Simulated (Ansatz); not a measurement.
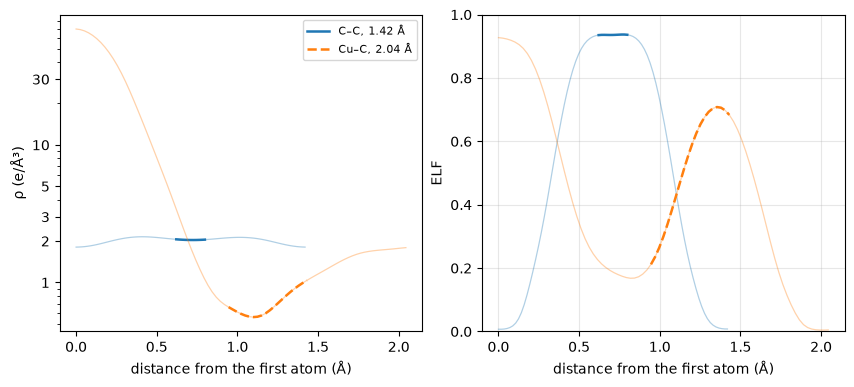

Figure. CuC18 (slab). Valence pseudo-density and ELF along straight lines between neighbouring atoms. Thin, pale parts lie inside the atomic spheres.

Spin-polarised.

All numbers below come from DFT PBE, scalar-relativistic, plane waves, PAW (Ansatz).

The density is the valence pseudo-density of a PAW calculation; it isn't the true density close to the nuclei.

> Compare the contacts.

C–C (1.42 Å): ρ is about 2 e/Å³ halfway; the ELF peaks at about 0.95 between the atoms; a covalent bond.
Cu–C (2.04 Å): ρ is about 0.59 e/Å³ halfway; the ELF peaks at about 0.70 in the valence shell of C, 0.7 Å from its nucleus, and is about 0.30 at the midpoint.
